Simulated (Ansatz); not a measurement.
**A substitution series on Nb: NH2 to Cl**

Gas-phase molecules. On one Nb centre that keeps NH, n of the NH2 ligands are replaced by Cl. The HOMO–LUMO gap y in eV at wB97X-V/def2-TZVPP. Shapes: PBE0-D4/def2-TZVP. Flexible molecules stand in one conformer, not always the lowest. Programs: Ansatz 0.2.0.

```
 molecule  n  y (eV)
   NbN4H7  0   10.66
 NbN3H5Cl  1       ?
NbN2H3Cl2  2   10.79
  NbNHCl3  3   10.47
```

Question: Fit y = c + s·n to the known rows and predict NbN3H5Cl.

Answer: 
1. Means of the 3 rows: n = 1.66667, y = 10.640.
2. Σ(Δn)² = 4.6667, Σ(Δn·Δy) = -0.21, so the slope is -0.21/4.6667 = -0.045.
3. Intercept: 10.640 − (-0.045) × 1.66667 = 10.715. The largest residual of the fit is 0.16.
4. NbN3H5Cl: 10.715 + (-0.045) × 1 = 10.67 eV.

The run gave 11.00 eV, so the prediction is off by -0.33 eV, more than the largest residual. The step per swap changes from +0.34 to -0.32 eV along the series, so a line misses the bend. Other levels give for NbN3H5Cl: SPW92/def2-TZVPP 4.32; B3LYP-D4/def2-TZVPP 6.01; wB97M-V/def2-TZVPP 10.59 eV. Orbital gaps aren't excitation energies, and the LUMO depends on the basis. For atoms past krypton def2 sets carry core potentials with scalar relativity. The series isn't monotonic at this level.

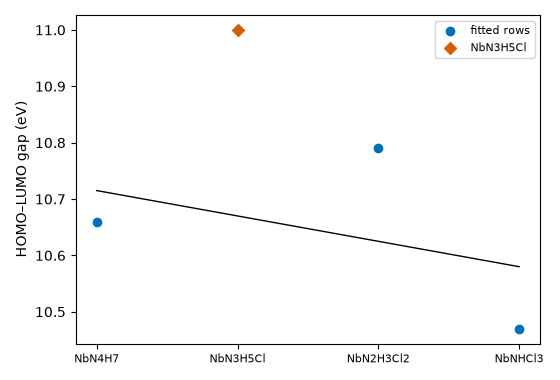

The fitted line, with the withheld member.
